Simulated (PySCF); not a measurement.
**[Pb(CCH)]+: other functionals and bases at one geometry**

Aim: see how levels, charges and forces of [Pb(CCH)]+ depend on the level of theory. The species was built from a template and needn't be a known compound.

Method: several levels, as the steps say, no spin–orbit coupling; program: PySCF 2.14.0.

2 further runs of the same task are left out: 2 for a known fault of the program.

## 1. The system as given

4 atoms, charge 1, spin multiplicity 1.

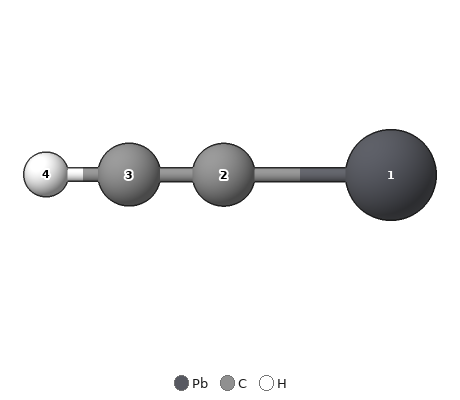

The structure; lead dark grey, carbon grey, hydrogen white; atoms are numbered from 1 in the order of the file.

As a file:

```xyz
4
charge 1, multiplicity 1
Pb    0.0000    0.0000   -0.1879
C     0.0000    0.0000    1.9875
C     0.0000    0.0000    3.2173
H     0.0000    0.0000    4.2985
```

Formal oxidation states: Pb +2. An earlier session relaxed this geometry at B3LYP, Pb def2-SVP with ECP60, C def2-SVP, H def2-SVP (singlet, point group C∞v).

At B3LYP on the finer grid: E = -269.353671 Eh, HOMO -12.98 eV, LUMO -8.84 eV, Mulliken charge on Pb1 +1.06 e, largest force component 0.013 eV/Å. 

Levels to run: BP86; r2SCAN; TPSS; PBE0; B3LYP, TZVP; B3LYP, x2c-SVP. Hardware: 2 threads of Arm Neoverse V2, shared host.

## 2. BP86

Input file run.py (the lines that set the calculation):

```python
mol = gto.M(atom='''
Pb     0.00000     0.00000    -0.18788
C      0.00000     0.00000     1.98748
C      0.00000     0.00000     3.21726
H      0.00000     0.00000     4.29846''',
    basis={'Pb': 'def2-SVP', 'C': 'def2-SVP', 'H': 'def2-SVP'},
    ecp={'Pb': 'def2-SVP'},
    charge=1, spin=0)
mf = dft.RKS(mol, xc='B88,P86')
mf.grids.atom_grid = (75, 302)
mf = mf.density_fit()  # fitting sets: Pb def2-universal-JKFIT, C def2-universal-JKFIT, H def2-universal-JKFIT
mf.conv_tol = 1e-08; mf.max_cycle = 55
mf.kernel(dm0)  # dm0: the density of the relaxed state
```

Started as:

```console
OMP_NUM_THREADS=2 python run.py
```

## 3. r2SCAN

run.py (the lines that set the calculation): that of step 2 with these lines changed.

```diff
@@ -8,3 +8,3 @@
     charge=1, spin=0)
-mf = dft.RKS(mol, xc='B88,P86')
+mf = dft.RKS(mol, xc='R2SCAN')
 mf.grids.atom_grid = (75, 302)
```

## 4. TPSS

run.py (the lines that set the calculation): that of step 3 with these lines changed.

```diff
@@ -8,3 +8,3 @@
     charge=1, spin=0)
-mf = dft.RKS(mol, xc='R2SCAN')
+mf = dft.RKS(mol, xc='TPSS')
 mf.grids.atom_grid = (75, 302)
```

## 5. PBE0

run.py (the lines that set the calculation): that of step 4 with these lines changed.

```diff
@@ -8,3 +8,3 @@
     charge=1, spin=0)
-mf = dft.RKS(mol, xc='TPSS')
+mf = dft.RKS(mol, xc='PBE0')
 mf.grids.atom_grid = (75, 302)
```

## 6. B3LYP, TZVP

Basis: Pb def2-TZVP with ECP60, C def2-TZVP, H def2-TZVP. 

Input file run.py (the lines that set the calculation):

```python
mol = gto.M(atom='''
Pb     0.00000     0.00000    -0.18788
C      0.00000     0.00000     1.98748
C      0.00000     0.00000     3.21726
H      0.00000     0.00000     4.29846''',
    basis={'Pb': 'def2-TZVP', 'C': 'def2-TZVP', 'H': 'def2-TZVP'},
    ecp={'Pb': 'def2-TZVP'},
    charge=1, spin=0)
mf = dft.RKS(mol, xc='B3LYP')
mf.grids.atom_grid = (75, 302)
mf = mf.density_fit()  # fitting sets: Pb def2-universal-JKFIT, C def2-universal-JKFIT, H def2-universal-JKFIT
mf.conv_tol = 1e-08; mf.max_cycle = 55
mf.kernel(dm0)  # dm0: free metal ions and neutral atoms
```

## 7. B3LYP, x2c-SVP

Basis: Pb x2c-SVPall, C x2c-SVPall, H x2c-SVPall. All electrons are treated, with the spin-free X2C Hamiltonian.

Input file run.py (the lines that set the calculation):

```python
mol = gto.M(atom='''
Pb     0.00000     0.00000    -0.18788
C      0.00000     0.00000     1.98748
C      0.00000     0.00000     3.21726
H      0.00000     0.00000     4.29846''',
    basis={'Pb': 'x2c-SVPall', 'C': 'x2c-SVPall', 'H': 'x2c-SVPall'},
    nucmod='G',
    charge=1, spin=0)
mf = dft.RKS(mol, xc='B3LYP')
mf.grids.atom_grid = (99, 590)
mf = mf.density_fit()  # fitting sets: Pb AutoAux, C AutoAux, H AutoAux
mf = mf.sfx2c1e()
mf.conv_tol = 1e-08; mf.max_cycle = 55
mf.kernel(dm0)  # dm0: free metal ions and neutral atoms
```

Before running it: what results should come out? Wanted: for each run, HOMO; gap; charge on Pb1; dipole; largest force.

As calculated:

| level | state | HOMO (eV) | gap (eV) | charge on Pb1 (e) | dipole (D) | largest force (eV/Å) | basis functions | time |
| --- | --- | --- | --- | --- | --- | --- | --- | --- |
| B3LYP (relaxed here) | singlet | -12.98 | 4.13 | 1.06 | 1.06 | 0.01 | 59 | 2.5 s |
| BP86 | singlet | -12.28 | 2.87 | 1.03 | 1.33 | 1.07 | 59 | 1.2 s |
| r2SCAN | singlet | -12.36 | 3.25 | 1.10 | 1.11 | 0.39 | 59 | 1.7 s |
| TPSS | singlet | -12.13 | 2.99 | 1.07 | 1.20 | 0.66 | 59 | 1.7 s |
| PBE0 | singlet | -13.20 | 4.63 | 1.11 | 0.90 | 0.23 | 59 | 1.1 s |
| B3LYP, TZVP | singlet | -12.96 | 4.09 | 1.26 | 0.94 | 0.82 | 118 | 4.1 s |
| B3LYP, x2c-SVP | singlet | -12.97 | 4.10 | 1.11 | 1.06 | 0.42 | 95 | 11 s |

Times are on 2 threads of Arm Neoverse V2, shared host; the first row also made further properties. The dipole of a charged species depends on the origin, so these sizes hold for this origin alone.

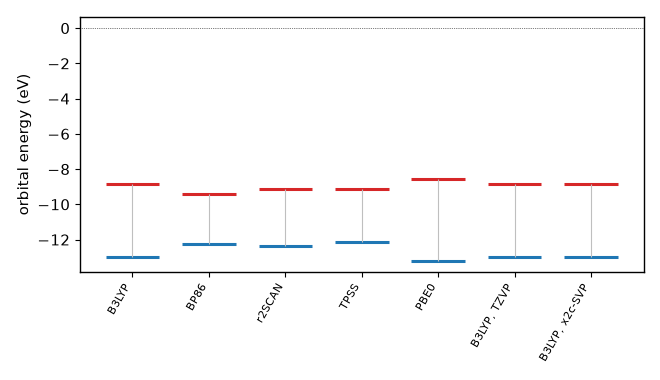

Highest filled and lowest empty level, method by method.

In one basis the HOMO–LUMO gap runs from 2.87 eV (BP86) to 4.63 eV (PBE0). The largest leftover force, 1.07 eV/Å with BP86, stands at a geometry relaxed at another level. The Mulliken charge on Pb spans +1.03 to +1.26 e over the levels. Total energies of different levels can't be compared. Spin–orbit coupling is left out throughout.
